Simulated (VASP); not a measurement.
Band structure of MgF₂ (rutile). Level of theory: r2SCAN+rVV10, VASP's PBE PAW potentials (set 64) (plane waves; VASP).

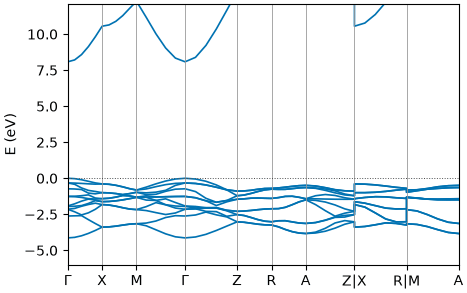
Bands along high-symmetry lines, zero at the valence-band maximum or, without a gap, the Fermi level

Question: Read the plot: is there a gap, and where are the band edges?

Answer: The gap is direct, 8.08 eV, from the valence maximum at Γ to the conduction minimum at Γ.

Measured: gap 12.40 eV (computed value off by -4.32 eV), as given by Andrés Aguado et al., Journal of the Physical Society of Japan (1999), arXiv:cond-mat/9901145.

The compound is MgF2 in the rutile structure. It was relaxed first.
